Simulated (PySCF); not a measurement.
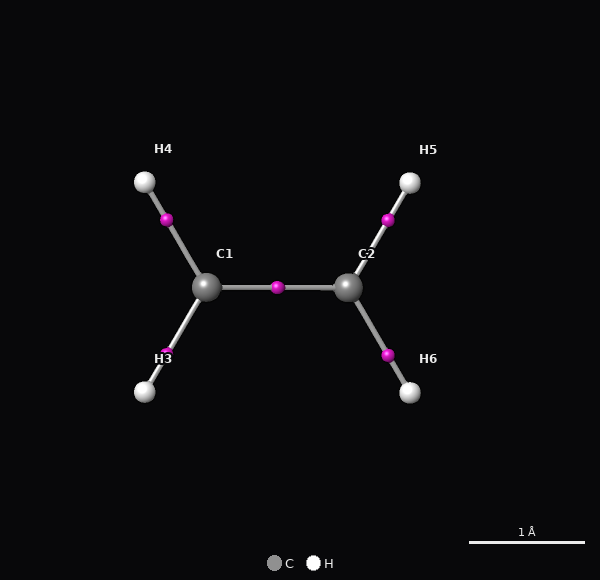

Figure. C2H4, SMILES `C=C`. Molecular graph of the electron density (QTAIM): bond paths, bond critical points (magenta), ring points (cyan, if any); weak paths are dashed.

Level of theory: BP86/def2-TZVP (PySCF), at a geometry from GFN2-xTB. No frequency check shows the geometry to be a minimum.

Coordinates in Å:

```
C1      -0.6582    0.0000    0.0000
C2       0.6582    0.0000    0.0000
H3      -1.2293   -0.9140    0.0000
H4      -1.2293    0.9140    0.0000
H5       1.2293    0.9140    0.0000
H6       1.2293   -0.9140    0.0000
```

How many critical points of each kind are there, and does the count close?

Answer. 6 nuclei, 5 bond, 0 ring and 0 cage critical points: 6 − 5 + 0 − 0 = 1, as the Poincaré–Hopf relation requires.

Tabulate density, Laplacian, ellipticity and energy density at the bond critical points (atomic units).

Answer.
```csv
bond,length (Å),ρ (a.u.),∇²ρ (a.u.),ε,H (a.u.)
C1–C2,1.316,0.360,−1.11,0.31,−0.430
C1–H3 (4 alike),1.078,0.286,−1.00,0.01,−0.291
```

What kind of interaction is C1–H3?

Answer. Shared-shell (covalent): ρ = 0.286, ∇²ρ = −1.00, H = −0.291 a.u.
